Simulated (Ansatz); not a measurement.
The reference is ZnCu2SnS4 (space group I-4, No. 82; a = 5.4683 Å, c = 10.9348 Å).

Now apply this change: an isotropic linear strain of −1.26 %; the atoms relax in the strained cell.

Calculations: PBE, PAW, 420 eV (Ansatz, a program for electronic structure; no SOC).

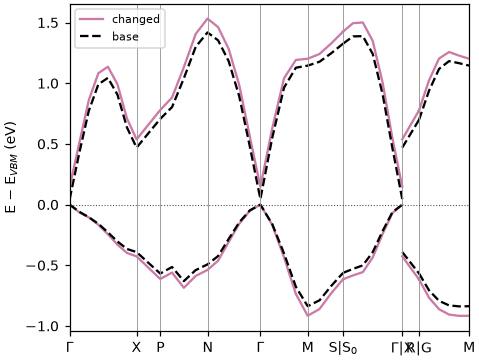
*Highest valence and lowest conduction band along the path, each from its own valence-band maximum*

Read the changed gap and its character from the plot.

About 0.15 eV, direct at Γ.

Stability against distortions was not tested. The final runs are not spin-polarised. A zero or small gap of ZnCu2SnS4 can be the functional's error rather than a property of the material.
